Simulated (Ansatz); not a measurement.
# Resistivity from frozen vibrations: Pt(111) with 4 thermally displaced layers, 2x2

Wanted: the phonon-limited resistivity of Pt at 300 K by the Landauer route.

Calculated with Ansatz 0.2.0; Ansatz plane-wave DFT, PBE, PAW files; ballistic transport by layer matching (Landauer), zero bias; PAW set soft_1.

### 1. The starting structure

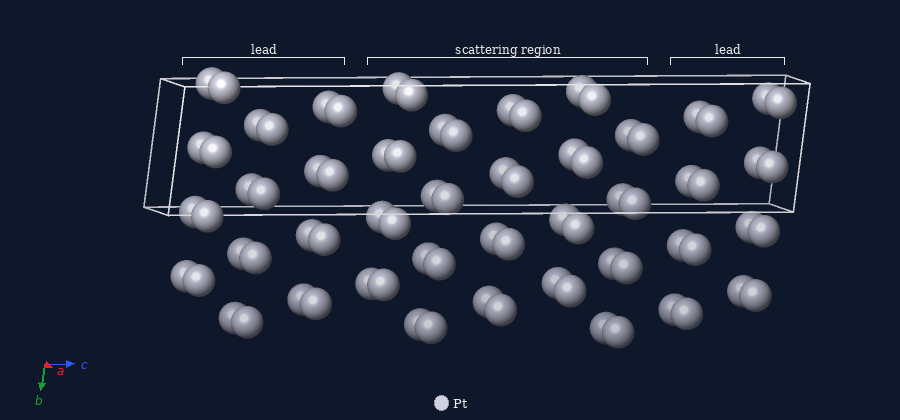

The cell as given, from the side, with the c axis across the page (platinum light grey). 1×2×1 cells are drawn.

The cell holds 40 atoms: 40 Pt. Cell: a = 5.546 Å, b = 5.546 Å, c = 22.699 Å, α = 93.5°, β = 86.5°, γ = 120.0°. It derives from Pt. Regions: lead, 24 atoms (24 Pt); scattering region, 16 atoms (16 Pt). The structure is stacked along c, and the current runs across the ab planes.

### 2. With 4 displaced layers

Each atom of 4 layers is moved at random, by amounts drawn from a normal law 0.0629 Å wide in each direction from the Debye model (240 K) at 300 K. The layers about the cell's end stay perfect and serve as the lead. Disorder leaves little or no symmetry, which makes such runs dear. Energies from -0.05 to 0.05 eV in steps of 0.05 eV are too few for the program's thermal sum, so it prints no conductance; for a metal the transmission near the Fermi level serves, at a fraction of the cost.

The input, input.yaml:

```yaml
crystal:
  lattice:
    - [5.5462627489, 0.0, 0.0]
    - [-2.7731313745, 4.8032044366, 0.0]
    - [1.3865656872, -0.8005340728, 22.6425228571]
  atoms:
    - { symbol: Pt, position: [0.9916666667, 0.0083333333, 0.05] }
    - { symbol: Pt, position: [0.9916666667, 0.5083333333, 0.05] }
    - { symbol: Pt, position: [0.4916666667, 0.0083333333, 0.05] }
    - { symbol: Pt, position: [0.4916666667, 0.5083333333, 0.05] }
    - { symbol: Pt, position: [0.1416666667, 0.3583333333, 0.15] }
    - { symbol: Pt, position: [0.1416666667, 0.8583333333, 0.15] }
    - { symbol: Pt, position: [0.6416666667, 0.3583333333, 0.15] }
    - { symbol: Pt, position: [0.6416666667, 0.8583333333, 0.15] }
    - { symbol: Pt, position: [0.2916666667, 0.2083333333, 0.25] }
    - { symbol: Pt, position: [0.2916666667, 0.7083333333, 0.25] }
    - { symbol: Pt, position: [0.7916666667, 0.2083333333, 0.25] }
    - { symbol: Pt, position: [0.7916666667, 0.7083333333, 0.25] }
    - { symbol: Pt, position: [0.9503878435, 0.076700944, 0.3534011328] }
    - { symbol: Pt, position: [0.9341748517, 0.5541884518, 0.3485354186] }
    - { symbol: Pt, position: [0.4474131743, 0.0579450733, 0.3520741516] }
    - { symbol: Pt, position: [0.4310215873, 0.578796736, 0.3497322014] }
    - { symbol: Pt, position: [0.0986618952, 0.4063700496, 0.4489472178] }
    - { symbol: Pt, position: [0.1024077834, 0.9190334821, 0.4494375609] }
    - { symbol: Pt, position: [0.5948256277, 0.4169071328, 0.4475830055] }
    - { symbol: Pt, position: [0.5773933667, 0.9131937603, 0.4481377936] }
    - { symbol: Pt, position: [0.2147830791, 0.2474599522, 0.5487014501] }
    - { symbol: Pt, position: [0.2183528921, 0.7388121168, 0.5501017457] }
    - { symbol: Pt, position: [0.7506572549, 0.2549371805, 0.5479349838] }
    - { symbol: Pt, position: [0.7508650728, 0.7675839673, 0.5491668504] }
    - { symbol: Pt, position: [0.9047637904, 0.1218900577, 0.6494252681] }
    - { symbol: Pt, position: [0.8846045829, 0.6129990792, 0.6506874512] }
    - { symbol: Pt, position: [0.396022128, 0.0912103789, 0.6481626564] }
    - { symbol: Pt, position: [0.3707553864, 0.5856914818, 0.6503511173] }
    - { symbol: Pt, position: [0.0416666667, 0.4583333333, 0.75] }
    - { symbol: Pt, position: [0.0416666667, 0.9583333333, 0.75] }
    - { symbol: Pt, position: [0.5416666667, 0.4583333333, 0.75] }
    - { symbol: Pt, position: [0.5416666667, 0.9583333333, 0.75] }
    - { symbol: Pt, position: [0.1916666667, 0.3083333333, 0.85] }
    - { symbol: Pt, position: [0.1916666667, 0.8083333333, 0.85] }
    - { symbol: Pt, position: [0.6916666667, 0.3083333333, 0.85] }
    - { symbol: Pt, position: [0.6916666667, 0.8083333333, 0.85] }
    - { symbol: Pt, position: [0.8416666667, 0.1583333333, 0.95] }
    - { symbol: Pt, position: [0.8416666667, 0.6583333333, 0.95] }
    - { symbol: Pt, position: [0.3416666667, 0.1583333333, 0.95] }
    - { symbol: Pt, position: [0.3416666667, 0.6583333333, 0.95] }
kpoints:
  mp_grid: { grid: [5, 5, 1] }
hamiltonian:
  xc: pbe
  pseudopotentials: { kind: paw, azcp: { folder: soft_1 } }
scf:
  occupations: { method: fermi_dirac, width: 0.1 }
output:
  transmission:
    leads: [[0, 4]]
    kmesh: [10, 10]
    e_range: [-0.05, 0.05]
    de: 0.05
  write_potential: true
  write_density: true
  volumetric_format: npy
```

Started as:

```console
$ ansatz run input.yaml --threads 4 --pin off --max-ram 15360MiB --backend cpu --events-out ev --progress --plain --runs-dir out
```

Numbers of over 12 decimals in the logs are rounded to 6 here.

The program printed:

```text
Engine: ansatz 0.2.0, aarch64-unknown-linux-gnu
Pseudopotentials: kind: paw
Pseudopotential: Pt, paw, valence charge 18, recommended cutoff 420 eV (normal), soft_1/Pt.paw.azcp
Functional definition: PBE
  parameter kappa = 0.804
  parameter beta = 0.066725
  exchange = pbe_x(kappa = kappa, mu = beta*pi^2/3)
  correlation = pbe_c(beta = beta)
Crystal: 40 atoms, lattice volume = 603.193 Å³
Basis set: ecut = 420 eV, 11827 PW (Γ)
Bands: 432, of which v1, the nominal top of the filled ones, is band 360 counted from 1 (359 counted from 0)
Symmetry: 1 space group operations
Space group: P1 (ITA 1), of the structure as read, at distance tolerance 8.4e-5 Å
k-points: 13 of 25 (time reversal used)
Non-local potential: Pt, projectors of the file, l = 0: 3, l = 1: 2, l = 2: 2, l = 3: 1
PAW form: soft (Blöchl's): semilocal exchange-correlation on the pseudo side does not see the compensation charge
PAW one-centre angular grid: Pt, 590 points (default); XC on 64 Gauss nodes
Initial density: superposition of atomic densities (chi_scale 0.1, normalization cell)
Initial wavefunctions: pseudopotential atomic-orbital guess
Functional: x = pbe(κ = 0.804, μ = 0.219515), c = pbe(β = 0.066725)
SCF iter   1: F=—  HF=-501000.461402 eV  |F-HF|=—  |Δ(HF+E_count)|=         —  Δρ=8.56e-2  dr2=4.24e1  ethr=3.10e-3  ⟨swp⟩=4.6  Hψ=16734  notcnv=0  defer=229
preconditioner: auto → Kerker (q_TF=auto, 2.810 Å⁻¹)  [metal: Δε(μ)=0.002 eV  Ē_g=8.536 eV  σ=0.100 eV  W_gap=0.01  n_scr=246 (ndim 8)  ℏωp=30.2 eV  f_vac=0.000  D(μ)=69.04/eV (n_scr^D=920)]
SCF iter   2: F=—  HF=-500990.629154 eV  |F-HF|=—  |Δ(HF+E_count)|=    9.83e0  Δρ=4.53e-2  dr2=1.16e1  ethr=3.10e-3  ⟨swp⟩=2.9  Hψ=9421  notcnv=0  defer=486
SCF iter   3: F=—  HF=-500987.327293 eV  |F-HF|=—  |Δ(HF+E_count)|=    3.30e0  Δρ=6.51e-3  dr2=1.32e-1  ethr=1.61e-3  ⟨swp⟩=2.2  Hψ=8096  notcnv=0  defer=486
SCF iter   4: F=—  HF=-500987.342816 eV  |F-HF|=—  |Δ(HF+E_count)|=   1.55e-2  Δρ=1.07e-3  dr2=8.46e-3  ethr=1.84e-5  ⟨swp⟩=2.9  Hψ=9054  notcnv=0  defer=480
SCF iter   5: F=—  HF=-500987.343111 eV  |F-HF|=—  |Δ(HF+E_count)|=   2.95e-4  Δρ=3.56e-4  dr2=8.82e-4  ethr=1.18e-6  ⟨swp⟩=2.1  Hψ=7630  notcnv=0  defer=480
SCF iter   6: F=—  HF=-500987.343096 eV  |F-HF|=—  |Δ(HF+E_count)|=   1.50e-5  Δρ=5.64e-5  dr2=2.75e-5  ethr=1.23e-7  ⟨swp⟩=2.8  Hψ=9914  notcnv=0  defer=480
SCF iter   7: F=—  HF=-500987.341923 eV  |F-HF|=—  |Δ(HF+E_count)|=   1.17e-3  Δρ=1.39e-5  dr2=8.35e-6  ethr=3.82e-9  ⟨swp⟩=1.2  Hψ=5116  notcnv=0  defer=480
SCF iter   8: F=—  HF=-500987.341923 eV  |F-HF|=—  |Δ(HF+E_count)|=   8.46e-8  Δρ=3.94e-6  dr2=6.47e-7  ethr=1.16e-9  ⟨swp⟩=1.0  Hψ=5112  notcnv=0  defer=480
SCF iter   9: F=-500987.341923 eV  HF=-500987.341923 eV  |F-HF|=4.82e-8  |Δ(HF+E_count)|=   1.44e-8  Δρ=1.14e-6  dr2=5.13e-8  ethr=1.39e-11  ⟨swp⟩=8.1  Hψ=17428  notcnv=0
SCF 1 converged in 9 iterations: F = -500987.341923 eV  dr2 = 5.13e-8
  greatest PAW one-centre occupation: 1.000 electrons in one spin orbital (limit 2), on the Pt atom at site 16 (counted from 0), in its partial waves of l = 0
transmission: 215 of 2132 steps passed
transmission: 429 of 2132 steps passed
[...]
transmission: 2132 of 2132 steps passed
SCF converged after 9 iterations
Free energy (F): -500987.341923 eV
Harris-Foulkes:  -500987.341923 eV  (|F-HF|=4.82e-8)
Internal energy: -500985.105556 eV  (E = F + TS)
E sigma→0 (E₀):  -500986.223739 eV
Entropy (-TS):   -2.236367 eV (-55.909 meV/atom)
Fermi energy:    23.432215 eV
--- Per-component energies (eV) ---
  E_band       = -5138.474843
  E_kinetic    = 23903.401046
  E_local      = -57167.363419  (includes V_loc(G=0)·N_el)
  E_nonlocal   = 8156.038246
  E_hartree    = 21772.593717
  E_xc         = -9305.698176
  E_vxc        = -10872.827751  (∫ρ·V_xc dr)
  E_paw        = -379356.615884  (= ΣΔE_a)
  E_vpaw       = -12702.966930  (= ΣTr[D̂ρ^β])
  E_aug_tail   = 0.044619  (compensation charges beyond the density's cutoff)
  E_ewald      = -108987.505703
  E_smearing   = -2.236367  (= −TS)
  E_closure    = 0.000000  (closes the sum)
  Σ components = -500987.341923   (vs F -500987.341923, Δ=0.00e0)
--- Band table (eV; the first three rows and the last of 13) ---
  k-point 0: bands = [... 356 lower, 23.5922, 23.6157, 23.6276, 23.6519, 23.6611, 23.6769, 23.6874, 23.7176, ... 68 higher]
  k-point 1: bands = [... 356 lower, 23.3983, 23.4058, 23.4225, 23.4284, 23.4513, 23.4788, 23.5168, 23.6050, ... 68 higher]
  k-point 2: bands = [... 356 lower, 23.3299, 23.3459, 23.4083, 23.4585, 23.5129, 23.5356, 23.5377, 23.5527, ... 68 higher]
  k-point 12: bands = [... 356 lower, 23.2853, 23.3308, 23.4455, 23.4604, 23.4729, 23.4915, 23.5187, 23.5308, ... 68 higher]
--- Transmission ---
  basis      : 241 plane waves across, 41 finite elements along
  points     : 52, standing for a mesh of 10 x 10
  energies   : 3 from -0.050000 to 0.050000 eV about the Fermi level, 0.050000 eV apart; the leads are filled to 0.000000 eV, and channels, transmission and decay are at 0.000000 eV
  crystal 0  : Pt4, at the sites [0, 4], period 2.2643 Å, over 13.59 Å; its Hamiltonian steps by up to 2.5 meV
    offset         : up to 0.0000 Å between an atom of the period and one for which it stands
    channels       : 6.890000e0 a spin
    conductance    : none, the energies end too early or step too widely for 300 K: set another output.transmission.e_range or a lower de, or, where they end at an eighth of basis.ecutwfc, a higher one
  junction   : crystal 0 to crystal 0, 0.70 to 21.08 Å
    transmission   : 5.995294e0 a spin
    conductance    : none, the energies end too early or step too widely for 300 K: set another output.transmission.e_range or a lower de, or, where they end at an eighth of basis.ecutwfc, a higher one
```

Elapsed: 9.4 min, on 4 threads of Arm Neoverse V1, shared host; peak memory 5.6 GiB; 35 min of CPU time.

The column dr2 measures how far the density is from self-consistency, as an energy; F and HF (Harris–Foulkes) agree once it is small.

This step gave:

* free energy: -500987.3419 eV
* energy at zero smearing: -500986.2237 eV
* Fermi energy: 23.43 eV
* cell area: 26.64 Å²
* transmission per spin nearest the Fermi level: 5.995
* open channels per spin nearest the Fermi level: 6.89
* step of the lead's potential: 2.5 meV

Per spin. The transmission, zone mean by energy, zero at the Fermi level:

```csv
energy (eV),"transmission, zone mean"
-0.0500,6.22
0.0000,6.00
0.0500,5.62
```

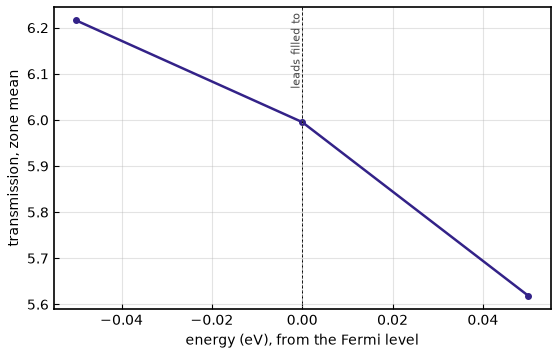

Transmission, zone mean, plotted against energy.

Per spin. Open channels, zone mean, lead against energy, zero at the Fermi level:

```csv
energy (eV),"open channels, zone mean, lead"
-0.0500,7.16
0.0000,6.89
0.0500,6.21
```

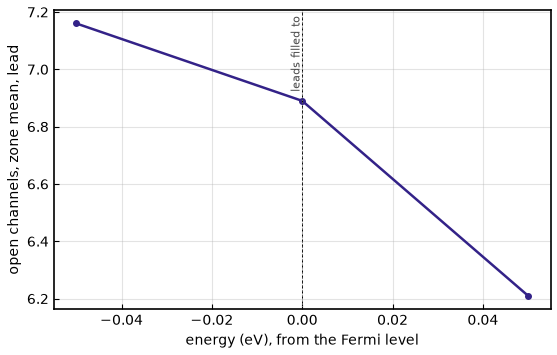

Open channels, zone mean, lead, plotted against energy.

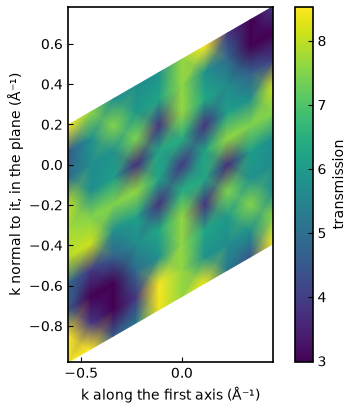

Transmission over k1 and k2. At 0.0000 eV from the Fermi level.

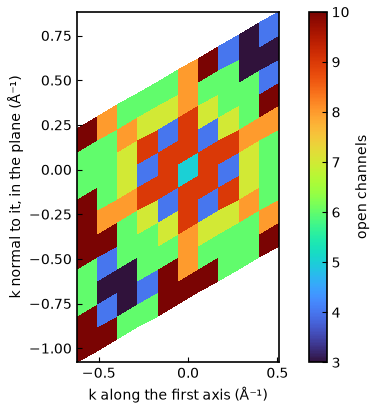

Open channels over k1 and k2. At 0.0000 eV from the Fermi level.

Over the solved energies the transmission per spin lies between 5.62 and 6.22, out of 6.75 channels of the lead on average (up to 7.16).

### 3. With 8 displaced layers

System of this step: Pt(111) with 8 thermally displaced layers, 2x2. The cell holds 56 atoms: 56 Pt. Cell: a = 5.546 Å, b = 5.546 Å, c = 31.740 Å, α = 87.5°, β = 92.5°, γ = 120.0°. It derives from Pt. Regions: lead, 24 atoms (24 Pt); scattering region, 32 atoms (32 Pt). The structure is stacked along c, and the current runs across the ab planes.

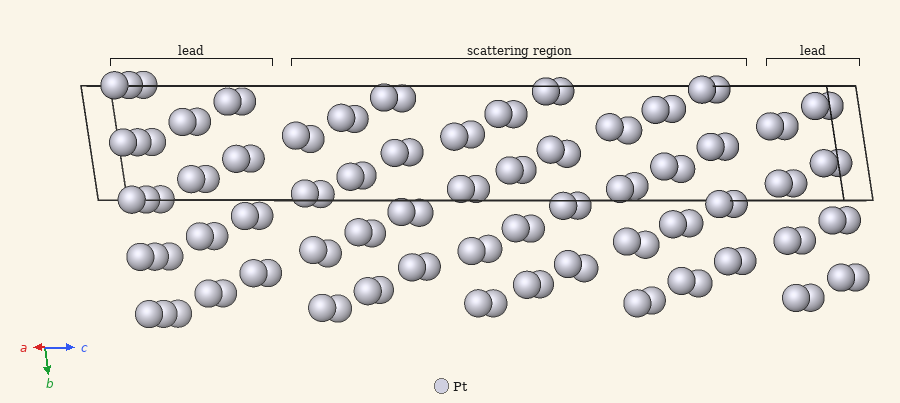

The cell of this step (platinum light grey). 1×2×1 cells are drawn. Some periodic images of atoms are drawn too.

The input, input.yaml:

```yaml
crystal:
  lattice:
    - [5.5462627489, 0.0, 0.0]
    - [-2.7731313745, 4.8032044366, 0.0]
    - [-1.3865656872, 0.8005340728, 31.6995319999]
  atoms:
    - { symbol: Pt, position: [0.005952381, 0.994047619, 0.0357142857] }
    - { symbol: Pt, position: [0.005952381, 0.494047619, 0.0357142857] }
    - { symbol: Pt, position: [0.505952381, 0.994047619, 0.0357142857] }
    - { symbol: Pt, position: [0.505952381, 0.494047619, 0.0357142857] }
    - { symbol: Pt, position: [0.1845238095, 0.3154761905, 0.1071428571] }
    - { symbol: Pt, position: [0.1845238095, 0.8154761905, 0.1071428571] }
    - { symbol: Pt, position: [0.6845238095, 0.3154761905, 0.1071428571] }
    - { symbol: Pt, position: [0.6845238095, 0.8154761905, 0.1071428571] }
    - { symbol: Pt, position: [0.3630952381, 0.1369047619, 0.1785714286] }
    - { symbol: Pt, position: [0.3630952381, 0.6369047619, 0.1785714286] }
    - { symbol: Pt, position: [0.8630952381, 0.1369047619, 0.1785714286] }
    - { symbol: Pt, position: [0.8630952381, 0.6369047619, 0.1785714286] }
    - { symbol: Pt, position: [0.0432728248, 0.9482035705, 0.2527485965] }
    - { symbol: Pt, position: [0.0552244615, 0.4664136516, 0.250796834] }
    - { symbol: Pt, position: [0.5439857537, 0.9406931241, 0.2512178028] }
    - { symbol: Pt, position: [0.5370444786, 0.43507701, 0.2506883757] }
    - { symbol: Pt, position: [0.2223693735, 0.2901381463, 0.3205576391] }
    - { symbol: Pt, position: [0.2219857701, 0.7845399446, 0.3196904017] }
    - { symbol: Pt, position: [0.726500351, 0.2782249921, 0.3224054696] }
    - { symbol: Pt, position: [0.7216317852, 0.7937815272, 0.3226290619] }
    - { symbol: Pt, position: [0.4013442199, 0.1090470877, 0.3953560177] }
    - { symbol: Pt, position: [0.4091086196, 0.5802984744, 0.3946089403] }
    - { symbol: Pt, position: [0.903134976, 0.1002945307, 0.3908603027] }
    - { symbol: Pt, position: [0.9049912744, 0.5844853516, 0.3939817469] }
    - { symbol: Pt, position: [0.0815698338, 0.9017774373, 0.463685634] }
    - { symbol: Pt, position: [0.0646360701, 0.4253133565, 0.4672896583] }
    - { symbol: Pt, position: [0.5884937499, 0.899531439, 0.4631452342] }
    - { symbol: Pt, position: [0.5958344867, 0.44315571, 0.4651212359] }
    - { symbol: Pt, position: [0.2494324225, 0.2479429276, 0.5356813195] }
    - { symbol: Pt, position: [0.2489629729, 0.7343044665, 0.5364824617] }
    - { symbol: Pt, position: [0.7587609852, 0.2429036341, 0.5352745412] }
    - { symbol: Pt, position: [0.7386013978, 0.7372841299, 0.5381074228] }
    - { symbol: Pt, position: [0.4233808612, 0.046187624, 0.6097898839] }
    - { symbol: Pt, position: [0.4543549863, 0.5930529563, 0.6072668575] }
    - { symbol: Pt, position: [0.9202548876, 0.0460870889, 0.6097688487] }
    - { symbol: Pt, position: [0.9580677592, 0.5549430793, 0.6058592815] }
    - { symbol: Pt, position: [0.1143298619, 0.876123974, 0.6780347437] }
    - { symbol: Pt, position: [0.1107474514, 0.3890557875, 0.6807431318] }
    - { symbol: Pt, position: [0.6192214364, 0.8990732334, 0.6777385288] }
    - { symbol: Pt, position: [0.6023362491, 0.3593921363, 0.6756952833] }
    - { symbol: Pt, position: [0.2970190332, 0.2004158355, 0.7511503305] }
    - { symbol: Pt, position: [0.3067389277, 0.7253751745, 0.7516104195] }
    - { symbol: Pt, position: [0.8022348205, 0.2071022746, 0.7486148679] }
    - { symbol: Pt, position: [0.779804673, 0.7023177676, 0.747758849] }
    - { symbol: Pt, position: [0.4702380952, 0.0297619048, 0.8214285714] }
    - { symbol: Pt, position: [0.4702380952, 0.5297619048, 0.8214285714] }
    - { symbol: Pt, position: [0.9702380952, 0.0297619048, 0.8214285714] }
    - { symbol: Pt, position: [0.9702380952, 0.5297619048, 0.8214285714] }
    - { symbol: Pt, position: [0.1488095238, 0.8511904762, 0.8928571429] }
    - { symbol: Pt, position: [0.1488095238, 0.3511904762, 0.8928571429] }
    - { symbol: Pt, position: [0.6488095238, 0.8511904762, 0.8928571429] }
    - { symbol: Pt, position: [0.6488095238, 0.3511904762, 0.8928571429] }
    - { symbol: Pt, position: [0.3273809524, 0.1726190476, 0.9642857143] }
    - { symbol: Pt, position: [0.3273809524, 0.6726190476, 0.9642857143] }
    - { symbol: Pt, position: [0.8273809524, 0.1726190476, 0.9642857143] }
    - { symbol: Pt, position: [0.8273809524, 0.6726190476, 0.9642857143] }
kpoints:
  mp_grid: { grid: [5, 5, 1] }
hamiltonian:
  xc: pbe
  pseudopotentials: { kind: paw, azcp: { folder: soft_1 } }
scf:
  occupations: { method: fermi_dirac, width: 0.1 }
output:
  transmission:
    leads: [[0, 4]]
    kmesh: [10, 10]
    e_range: [-0.05, 0.05]
    de: 0.05
  write_potential: true
  write_density: true
  volumetric_format: npy
```

The program printed:

```text
[...]
Crystal: 56 atoms, lattice volume = 844.470 Å³
Basis set: ecut = 420 eV, 16521 PW (Γ)
Bands: 605, of which v1, the nominal top of the filled ones, is band 504 counted from 1 (503 counted from 0)
Symmetry: 1 space group operations
[...]
k-points: 13 of 25 (time reversal used)
[...]
SCF iter   1: F=—  HF=-701399.617124 eV  |F-HF|=—  |Δ(HF+E_count)|=         —  Δρ=8.54e-2  dr2=6.05e1  ethr=3.10e-3  ⟨swp⟩=4.3  Hψ=23031  notcnv=0  defer=323
[...]
SCF iter  10: F=-701381.331933 eV  HF=-701381.331933 eV  |F-HF|=1.13e-8  |Δ(HF+E_count)|=   3.73e-9  Δρ=2.98e-7  dr2=1.16e-8  ethr=9.92e-12  ⟨swp⟩=8.2  Hψ=24635  notcnv=0
SCF 1 converged in 10 iterations: F = -701381.331933 eV  dr2 = 1.16e-8
[...]
transmission: 298 of 2964 steps passed
transmission: 595 of 2964 steps passed
[...]
transmission: 2964 of 2964 steps passed
SCF converged after 10 iterations
Free energy (F): -701381.331933 eV
[...]
Internal energy: -701378.218889 eV  (E = F + TS)
E sigma→0 (E₀):  -701379.775411 eV
Entropy (-TS):   -3.113044 eV (-55.590 meV/atom)
Fermi energy:    23.434728 eV
[...]
--- Band table (eV; the first three rows and the last of 13) ---
  k-point 0: bands = [... 500 lower, 23.6268, 23.6299, 23.6375, 23.6466, 23.6520, 23.6644, 23.6842, 23.6974, ... 97 higher]
  k-point 1: bands = [... 500 lower, 23.4093, 23.4216, 23.4415, 23.4584, 23.4812, 23.4881, 23.5017, 23.5154, ... 97 higher]
  k-point 2: bands = [... 500 lower, 23.4423, 23.4512, 23.4572, 23.4721, 23.4822, 23.5129, 23.5213, 23.5468, ... 97 higher]
  k-point 12: bands = [... 500 lower, 23.3269, 23.3409, 23.3740, 23.4012, 23.4246, 23.4323, 23.4585, 23.4976, ... 97 higher]
--- Transmission ---
  basis      : 241 plane waves across, 57 finite elements along
  points     : 52, standing for a mesh of 10 x 10
[...]
channels       : 6.890000e0 a spin
[...]
junction   : crystal 0 to crystal 0, 0.70 to 30.13 Å
    transmission   : 5.047895e0 a spin
[...]
```

Wall time 17 min (4 threads); peak memory 9.6 GiB; 65 min of CPU time.

This step gave:

- free energy: -701381.3319 eV
- energy at zero smearing: -701379.7754 eV
- transmission per spin nearest the Fermi level: 5.048
- step of the lead's potential: 8.4 meV

Per spin. The transmission, zone mean by energy, zero at the Fermi level:

```csv
energy (eV),"transmission, zone mean"
-0.0500,5.26
0.0000,5.05
0.0500,4.80
```

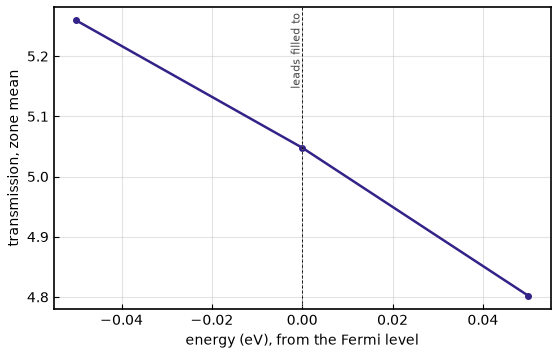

Transmission, zone mean against energy.

Over the solved energies the transmission per spin lies between 4.80 and 5.26, out of 6.75 channels of the lead on average (up to 7.16).

(Part 1 of 2 ends here.)

[Logs are printed without paths, hosts, clocks, repeated set-up lines and the standing remarks that a program may print on its own settings, such as how far it seeks lower states.]

[Hosts, paths, dates, database ids (printed as entryN), source tags and the programs' standing remarks are cut or masked in the printed files.]
